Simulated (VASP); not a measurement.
Energy against volume of NaI (rock salt). Calculation: PW91 GGA, VASP's PBE PAW potentials (set 64) (plane waves; VASP).

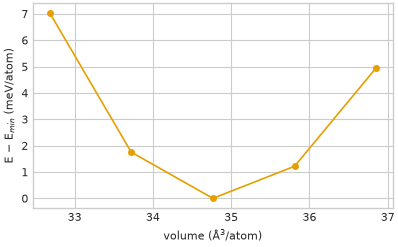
Fig. 1. Energy against volume

Estimate the equilibrium volume and the bulk modulus.

The minimum lies near 34.8 Å³/atom, and the curvature gives B0 of about 15 GPa.

The compound is NaI in the rock salt structure. It was relaxed first.
